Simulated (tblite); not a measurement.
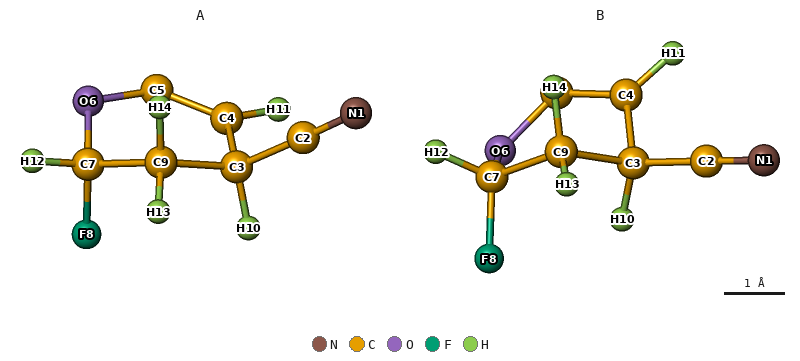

Two geometries of C6H5FNO (multiplicity 2), drawn at one scale. One is the start of a relaxation, the other its converged end. A ball-and-stick model, seen from a free direction.

The calculation used tblite, GFN2-xTB geometry optimisation, gas phase. 

> Which one is relaxed?

Structure A is the relaxed one. The largest move after the best rigid fit is that of H11, 1.16 Å. Largest moves by element: H 1.16 Å, O 0.97 Å, F 0.89 Å, N 0.81 Å, C 0.45 Å. Among the contacts that change: C5–O6 1.402 → 1.327 Å, O6–C7 1.432 → 1.398 Å, C4–C5 1.334 → 1.302 Å, C3–C4 1.519 → 1.545 Å. Among the angles between lasting bonds that change: C4–C5–O6 118.5° → 130.5°, C4–C3–C9 103.1° → 110.3°, C3–C9–C7 104.1° → 110.4°. After 68 geometry steps the energy has fallen by 0.671 eV. The run took 0.32 s on 1 thread of Arm Neoverse V2 (shared host).
